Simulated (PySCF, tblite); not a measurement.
# C₃H₈NO₂Si₂ radical: geometry, infrared bands and EPR parameters

Wanted: the infrared bands and EPR parameters of C₃H₈NO₂Si₂ radical (`NC(=O)[Si@H]1CC[SiH]O1`), by calculation.

The runs use tblite 0.8.0 and PySCF 2.14.0, with density-fitted response routines of our own; the level of theory stands in each step. All values are computed, except where a source is named. Atoms are numbered from 0 throughout.

## (1) The starting structure

16 atoms, charge 0, multiplicity 2; geometry from: force field or distance geometry start.

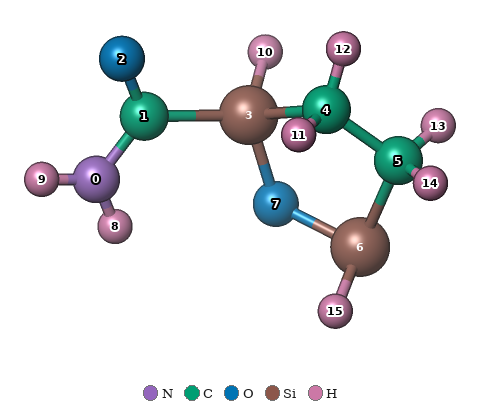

The starting geometry (nitrogen purple, carbon teal, oxygen blue, silicon brown, hydrogen pink), atoms numbered.

## (2) Optimising the geometry with GFN2-xTB

Job settings and geometry (Å):

```
{"job": {"kind": "relax", "xc": "GFN2-xTB", "basis": "xTB"}, "charge": 0, "multiplicity": 2}
N      2.760400     0.474400    -0.845700
C      2.040900    -0.582000    -0.360600
O      2.568200    -1.468800     0.332100
Si     0.179400    -0.715300    -0.718600
C     -0.865500    -0.672200     0.948600
C     -2.178700     0.113800     0.649000
Si    -1.789200     1.460700    -0.706800
O     -0.451800     0.698200    -1.461400
H      2.322300     1.201700    -1.399200
H      3.737300     0.535800    -0.639700
H     -0.227200    -1.898700    -1.531600
H     -0.267000    -0.139100     1.687500
H     -1.072800    -1.679200     1.318500
H     -2.926900    -0.559200     0.230600
H     -2.578300     0.583200     1.561400
H     -1.258800     2.655600     0.001700
```

On the command line:

```
$ OMP_NUM_THREADS=1 python probes_run.py task.json out
```

The driver reads the jobs from task.json and runs them one after another.

The program printed:

```text
step      E/eV     max force
  0    -680.87507    1.851
  1    -681.00706    1.798
  2    -681.08203    0.798
  3    -681.10614    0.554
  4    -681.11948    0.273
  5    -681.12705    0.239
  6    -681.13414    0.216
  7    -681.14186    0.272
  8    -681.14830    0.238
  9    -681.15341    0.167
 10    -681.15776    0.150
 11    -681.16193    0.160
 12    -681.16536    0.135
 13    -681.16764    0.113
 14    -681.16930    0.113
 15    -681.17099    0.111
 16    -681.17278    0.127
 17    -681.17435    0.104
 18    -681.17562    0.086
 19    -681.17682    0.086
 20    -681.17796    0.090
 21    -681.17880    0.064
 22    -681.17937    0.062
 23    -681.17999    0.069
 24    -681.18093    0.092
 25    -681.18213    0.095
 26    -681.18314    0.079
 27    -681.18381    0.061
 28    -681.18439    0.058
 29    -681.18514    0.076
 30    -681.18607    0.082
 31    -681.18684    0.051
 32    -681.18730    0.045
 33    -681.18763    0.040
 34    -681.18802    0.055
 35    -681.18846    0.050
 36    -681.18878    0.033
 37    -681.18897    0.029
 38    -681.18916    0.033
 39    -681.18945    0.048
 40    -681.18990    0.056
 41    -681.19036    0.045
 42    -681.19069    0.034
 43    -681.19089    0.028
 44    -681.19105    0.029
 45    -681.19121    0.031
 46    -681.19135    0.026
 47    -681.19149    0.027
 48    -681.19163    0.030
 49    -681.19181    0.039
 50    -681.19201    0.039
 51    -681.19219    0.030
 52    -681.19233    0.025
 53    -681.19244    0.025
 54    -681.19254    0.021
 55    -681.19263    0.022
 56    -681.19272    0.031
 57    -681.19278    0.017
 58    -681.19282    0.015
 59    -681.19285    0.018
 60    -681.19291    0.018
 61    -681.19300    0.026
 62    -681.19313    0.031
 63    -681.19325    0.028
 64    -681.19335    0.024
 65    -681.19343    0.026
 66    -681.19355    0.034
 67    -681.19373    0.043
 68    -681.19391    0.035
 69    -681.19403    0.032
 70    -681.19409    0.030
 71    -681.19416    0.026
 72    -681.19428    0.031
 73    -681.19443    0.035
 74    -681.19455    0.025
 75    -681.19461    0.015
 76    -681.19463    0.012
 77    -681.19466    0.015
 78    -681.19469    0.015
 79    -681.19473    0.022
 80    -681.19476    0.014
 81    -681.19480    0.015
 82    -681.19484    0.019
 83    -681.19489    0.018
 84    -681.19497    0.025
 85    -681.19503    0.020
 86    -681.19508    0.013
 87    -681.19512    0.017
 88    -681.19517    0.019
 89    -681.19523    0.020
 90    -681.19530    0.018
 91    -681.19537    0.020
 92    -681.19541    0.022
 93    -681.19547    0.025
 94    -681.19555    0.028
 95    -681.19570    0.026
 96    -681.19583    0.030
 97    -681.19594    0.032
 98    -681.19602    0.024
 99    -681.19609    0.015
100    -681.19613    0.015
101    -681.19616    0.017
102    -681.19619    0.015
103    -681.19622    0.017
104    -681.19624    0.009
```

Run time: 0.87 s. Hardware: 1 thread of Intel Xeon Platinum 8488C, shared host.

Step by step: (not every step is listed)

```csv
step,energy from step 0 (eV),largest force (eV/Å)
0,0.0000,1.8508
1,-0.1320,1.7983
2,-0.2070,0.7979
3,-0.2311,0.5541
4,-0.2444,0.2726
5,-0.2520,0.2388
6,-0.2591,0.2164
7,-0.2668,0.2719
8,-0.2732,0.2385
17,-0.2993,0.1044
26,-0.3081,0.0786
35,-0.3134,0.0503
44,-0.3160,0.0286
53,-0.3174,0.0250
62,-0.3181,0.0314
71,-0.3191,0.0263
80,-0.3197,0.0141
89,-0.3202,0.0204
98,-0.3209,0.0240
99,-0.3210,0.0154
100,-0.3211,0.0149
101,-0.3211,0.0173
102,-0.3211,0.0154
103,-0.3211,0.0165
104,-0.3212,0.0088
```

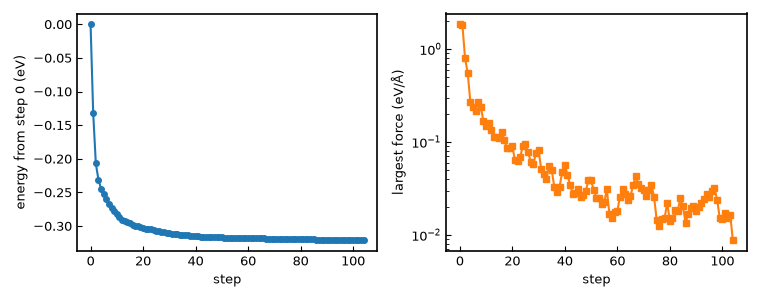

Energy and largest force along the relaxation.

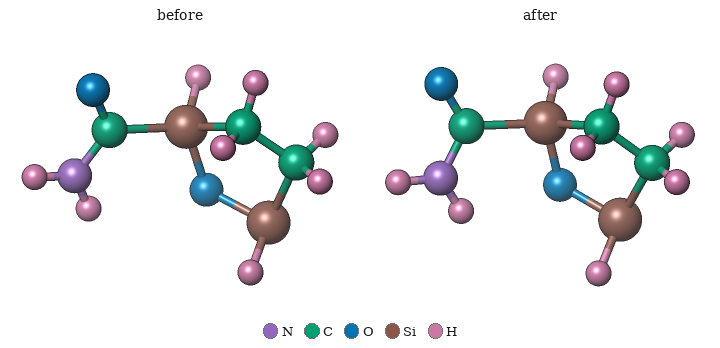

The geometry before (left) and after (right).

Close pairs (by a distance rule), those that changed most:

```csv
bond,before (Å),after (Å),change (Å)
Si3–O7,1.717,1.640,-0.077
Si3–C4,1.968,1.909,-0.059
Si6–O7,1.714,1.660,-0.054
C5–Si6,1.950,1.913,-0.037
Si3–H10,1.492,1.459,-0.033
C1–O2,1.243,1.216,-0.026
C4–C5,1.560,1.537,-0.022
Si6–H15,1.487,1.466,-0.021
```

The final coordinates are the input of the step that follows.

## (3) Vibrational analysis with GFN2-xTB

Job settings and geometry (Å):

```
{"job": {"kind": "ir", "xc": "GFN2-xTB", "basis": "xTB"}, "charge": 0, "multiplicity": 2}
N      2.597895     0.546391    -0.689043
C      2.053162    -0.660402    -0.420653
O      2.726701    -1.607693    -0.061744
Si     0.160560    -0.789121    -0.633625
C     -0.872678    -0.662551     0.966870
C     -2.138312     0.136719     0.617534
Si    -1.644150     1.408278    -0.723923
O     -0.328140     0.606945    -1.342268
H      2.032668     1.277408    -1.082729
H      3.599347     0.666252    -0.651037
H     -0.213198    -1.903578    -1.498504
H     -0.304982    -0.124395     1.730394
H     -1.136112    -1.626839     1.398865
H     -2.894317    -0.548127     0.228326
H     -2.569064     0.606318     1.502599
H     -1.076978     2.683340    -0.275328
```

The program printed:

```text
mode    cm-1     km/mol
  1      37.7      8.12
  2      65.9      0.76
  3      94.3      4.55
  4     153.5      5.19
  5     188.1     15.01
  6     280.8      4.35
  7     341.8      1.79
  8     377.3     18.37
  9     378.2    155.08
 10     438.7     18.16
 11     460.7     37.78
 12     504.9     29.56
 13     583.8     70.67
 14     619.5     40.54
 15     621.7     44.83
 16     649.6      1.61
 17     666.0     88.73
 18     687.8    120.08
 19     730.9    164.47
 20     746.9    131.84
 21     767.5     28.49
 22     816.8     37.82
 23     881.0    369.99
 24    1023.3     10.85
 25    1039.4     26.24
 26    1057.6     24.44
 27    1123.4      6.72
 28    1253.2      2.17
 29    1262.3      1.72
 30    1270.1     91.61
 31    1447.5     83.56
 32    1471.8      0.66
 33    1486.3      3.33
 34    1715.0    419.54
 35    2201.2    288.89
 36    2298.4    326.06
 37    2950.8     13.72
 38    2966.5     55.56
 39    2982.2     21.52
 40    3000.5     27.57
 41    3422.8      2.21
 42    3524.3      7.69
```

Wall time 0.81 s (1 thread of Intel Xeon Platinum 8488C, shared host).

The strongest bands and the atoms that carry them (share of the mass-weighted mode):

```csv
cm⁻¹,km/mol,atoms
378,155.1,"H8 57 %, N0 16 %"
688,120.1,"C4 15 %, H10 13 %, H13 12 %, H11 12 %"
731,164.5,"C5 27 %, Si3 22 %, Si6 12 %"
747,131.8,"O7 30 %, Si6 25 %, Si3 23 %, H10 14 %"
881,370.0,"O7 71 %, Si3 18 %"
1715,419.5,"C1 61 %, O2 36 %"
2201,288.9,H15 97 %
2298,326.1,H10 97 %
```

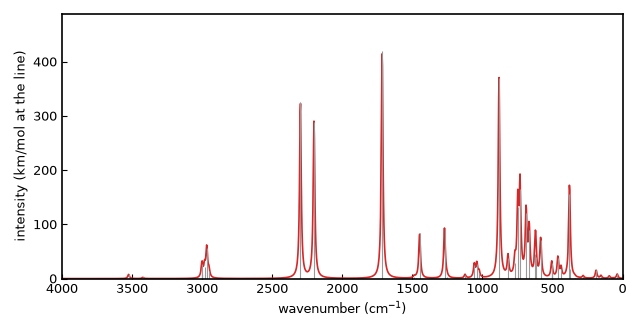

The infrared spectrum from these modes, unscaled. Lines are broadened to a width of 14 cm⁻¹ (Lorentzian).

## (4) g tensor and hyperfine couplings: B3LYP/pcH-1

The job, as its differences from that of step 3:

```diff
@@ -1,2 +1,2 @@
-{"job": {"kind": "ir", "xc": "GFN2-xTB", "basis": "xTB"}, "charge": 0, "multiplicity": 2}
+{"job": {"kind": "epr", "basis": "pcH-1"}, "charge": 0, "multiplicity": 2}
 N      2.597895     0.546391    -0.689043
```

With the program's defaults for keys left out, this is: UKS B3LYP, pcH-1 on C H N O Si, non-relativistic, mean-field spin-orbit, GIAO.

The program printed:

```text
UKS, coarse grid
  cycle   1  E = -903.12991872  |g| = 8.88e-01
  cycle   2  E = -901.49398382  |g| = 1.99e+00
  cycle   3  E = -903.32262614  |g| = 4.74e-01
  cycle   4  E = -903.41459376  |g| = 1.18e-01
  cycle   5  E = -903.41937092  |g| = 5.89e-02
  cycle   6  E = -903.42072388  |g| = 2.00e-02
  cycle   7  E = -903.42090846  |g| = 5.39e-03
  cycle   8  E = -903.42092094  |g| = 1.72e-03
  cycle   9  E = -903.42092030  |g| = 8.58e-04
UKS, final grid
  cycle   1  E = -903.42091596  |g| = 1.33e-03
  cycle   2  E = -903.42091470  |g| = 2.33e-03
  cycle   3  E = -903.42091657  |g| = 3.58e-04
  cycle   4  E = -903.42091662  |g| = 5.51e-05
  cycle   5  E = -903.42091662  |g| = 3.56e-05
  cycle   6  E = -903.42091662  |g| = 1.82e-05
E = -903.42091662 Eh   <S^2> = 0.7512 (exact 0.7500)
g shifts (ppm)      1          2          3
  rmc          -155       -155       -155
  gc             67         23        100
  oz_so       -1186         43       1889
  total       -1274        -89       1834
hyperfine (MHz)  atom isotope    a_iso     a_fc   dipolar eigenvalues
    0   14N      -0.04      -0.04     -0.10     -0.01      0.11
    1   13C       4.86       4.87     -0.55     -0.48      1.02
    2   17O      -0.64      -0.64     -1.41      0.65      0.75
    3  29Si     -13.72     -13.74     -3.31      1.54      1.77
    4   13C      11.54      11.55     -1.92     -1.56      3.48
    5   13C      46.36      46.35     -7.19     -6.10     13.29
    6  29Si    -598.03    -599.00   -154.62     75.97     78.65
    7   17O     -30.44     -30.34    -22.43     10.91     11.53
    8    1H      -0.01      -0.01     -1.25     -1.06      2.32
    9    1H      -0.11      -0.11     -0.49     -0.38      0.87
   10    1H      -0.98      -0.98     -1.24     -1.16      2.40
   11    1H      -0.65      -0.65     -1.97     -1.17      3.13
   12    1H       9.55       9.55     -1.72     -0.73      2.45
   13    1H       6.74       6.75     -5.39     -3.11      8.51
   14    1H       4.18       4.17     -4.38     -1.11      5.49
   15    1H     147.13     147.12     -7.82      0.58      7.24
```

Run time: 1.7 min. Hardware: 1 thread of Intel Xeon Platinum 8488C, shared host; peak memory 1 GiB.

Principal g values 2.00105, 2.00223, 2.00415; g(iso) = 2.00248, against 2.00232 for a free electron.

Mean a(iso) over the nuclei that a row names, and the largest dipolar term of the row (other rows stand at the frozen geometry):

```csv
nuclei,isotope,a(iso) (MHz),"a(iso) (G, at g = 2.0023)",largest dipolar term (MHz)
Si6,29Si,-598.0,-213.4,-154.6
H15,1H,147.1,52.5,-7.8
C5,13C,46.4,16.5,13.3
O7,17O,-30.4,-10.9,-22.4
Si3,29Si,-13.7,-4.9,-3.3
C4,13C,11.5,4.1,3.5
H12,1H,9.5,3.4,2.5
H13,1H,6.7,2.4,8.5
C1,13C,4.9,1.7,1.0
H14,1H,4.2,1.5,5.5
H10,1H,-1.0,-0.3,2.4
H11,1H,-0.7,-0.2,3.1
O2,17O,-0.6,-0.2,-1.4
"H8, H9",1H,-0.1,0.0,2.3
```

Mulliken spin populations:

N0 0.00; C1 0.00; O2 0.00; Si3 0.00; C4 0.01; C5 0.03; Si6 0.84; O7 0.04; H8 0.00; H9 0.00; H10 0.00; H11 0.00; H12 0.00; H13 0.00; H14 0.00; H15 0.06

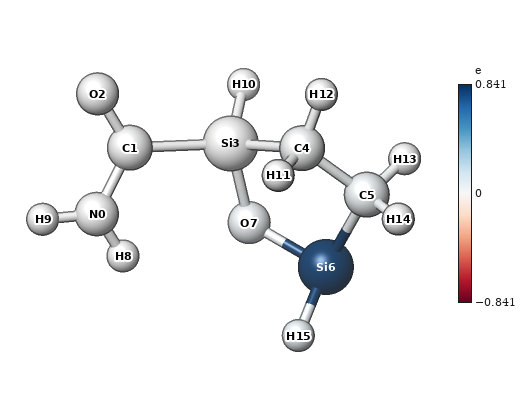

Mulliken spin populations, as colours on the atoms.

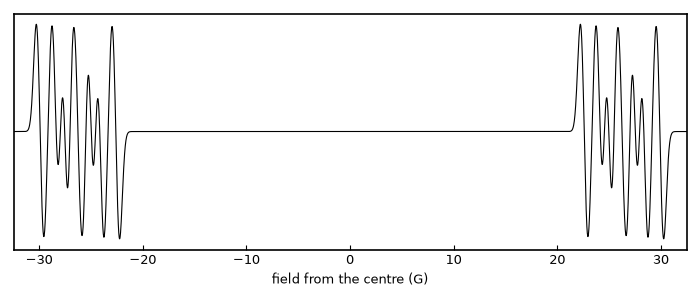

First-order isotropic spectrum (first derivative, main isotopes with spin only, couplings over 0.8 MHz, Gaussian width 0.3 G; couplings of the frozen geometry, rotation of groups not averaged beyond the rows shown).

Orbitals, density, ELF and potential are computed afterwards from the orbital file.

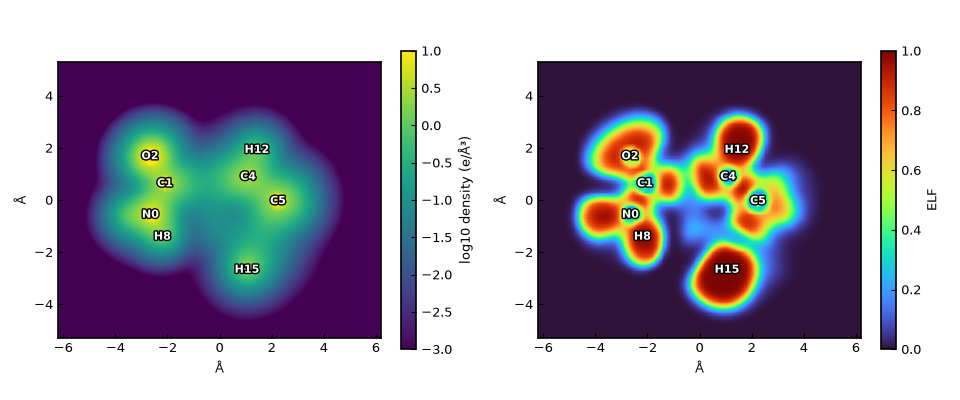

Density (left) and ELF (right) in a plane through or near 8 of the atoms.

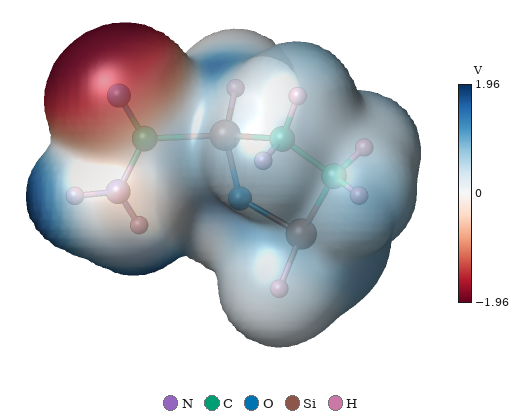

The potential that a unit positive charge feels on the 0.002 e/bohr³ surface, from -1.96 V near O2 to 1.76 V near H9.

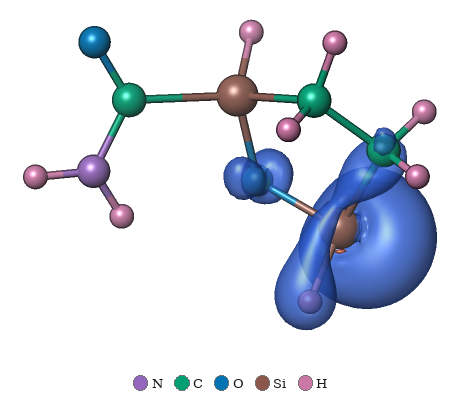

Spin density at ±0.03 e/Å³ (alpha excess blue, beta excess red).

## (5) Summary of results

| quantity | value |
| --- | --- |
| strongest single infrared mode (GFN2-xTB) | 1715 cm⁻¹, 420 km/mol |
| zero-point energy (GFN2-xTB) | 69.5 kcal/mol |
| g(iso) (B3LYP) | 2.00248 |
| ⟨S²⟩ | 0.751 (exact 0.75) |
| largest a(iso) (averaged by class) | 29Si on Si6, -598.0 MHz |
| surface potential, least and greatest | -1.96 V and 1.76 V |

**Reading.** Relaxing lowered the energy by 0.321 eV in 104 steps; the close pair that moved most is Si3–O7, from 1.717 to 1.640 Å. All 42 modes are real, so the xTB geometry is a minimum. The strongest single mode, at 1715 cm⁻¹, moves mainly C1 and O2. GFN2-xTB is a fitted tight-binding method: band positions and strengths are rough. Its intensities can rank the bands wrongly. Most of the unpaired spin sits on Si6 (0.84 e). The isotropic g lies 0.2 ppt above the free-electron value.
